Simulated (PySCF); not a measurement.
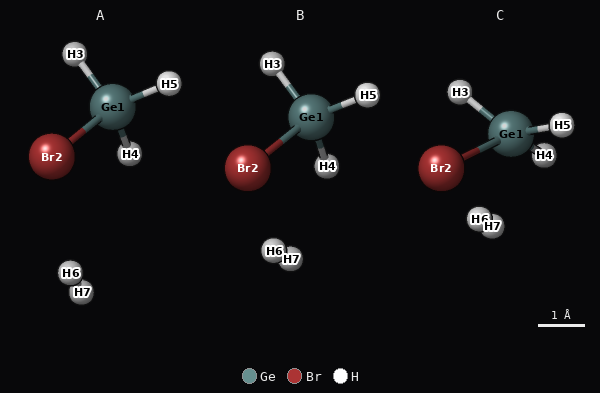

3 geometries from one relaxation of GeH5Br (started from a transition state, displaced along its imaginary mode), in shuffled order. A ball-and-stick model, seen from a free direction.

Level of theory: PySCF 2.14.0, RKS PBE0-D4/def2-TZVP, density fitting. 

**Put them in the order of the run, from the start to the converged end.**

C, B, A. They are steps 0, 4, 29, at +242.8 kJ/mol, +16.9 kJ/mol relative to the last. After 29 geometry steps the energy has fallen by 242.8 kJ/mol. H7 moves most after the best rigid fit: 1.51 Å. Largest moves by element: H 1.51 Å, Ge 0.64 Å, Br 0.40 Å. Among the contacts that change: Ge1–H7 2.090 → 4.223 Å, Ge1–H6 1.994 → 3.766 Å, Br2–H6 2.296 → 3.232 Å, Ge1–Br2 2.617 → 2.311 Å. Bond angles that change, for instance: Br2–Ge1–H4 145.1° → 107.2°, H3–Ge1–H5 131.4° → 111.7°, Br2–Ge1–H3 87.7° → 107.1°.
